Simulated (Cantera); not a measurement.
Feed: 1 mol B₂O₃, 0.35 mol NH₃, 0.14 mol N₂, 0.78 mol O₂, at 700 Pa.

These are equilibrium values from Cantera (NASA tables, ideal gas, pure condensed phases), not measurements of a reactor. Candidate condensed phases: B, BN, B₂O₃, B₃O₃H₃, H₂O; 39 gas species. Gases not in the tables: H₃BO₃. Kinetics and transport are ignored.

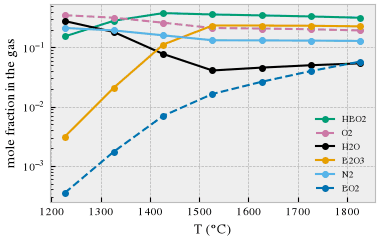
Fig. 1. Equilibrium gas composition (values under 1e-9 drawn at 1e-9)

Task: Read off the mole fractions at 1227 °C.

Result: O₂ about 0.35, H₂O about 0.28, N₂ about 0.21, HBO₂ about 0.15, B₂O₃ about 0.0031, BO₂ about 0.00035.
